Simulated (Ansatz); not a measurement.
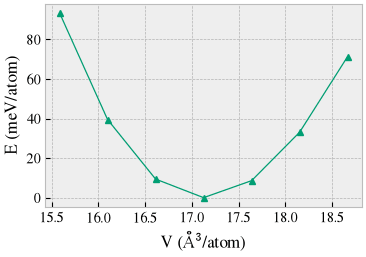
*Nb (bcc (W type), Im-3m) under volume change, LDA (plane waves, PAW; program Ansatz), scaled uniformly.*

What does a third-order Birch–Murnaghan fit give for V₀, B₀ and B′?

V₀ = 17.12 Å³/atom, B₀ = 188 GPa, B′ = 3.5.

The cell was relaxed with LDA under the symmetry of its start. No spin polarisation was allowed.

Potentials: the earlier of the program's two PAW sets. The files were generated under PBE; for other functionals the program regenerates the frozen cores, and for LDA and PBEsol the local potential too.
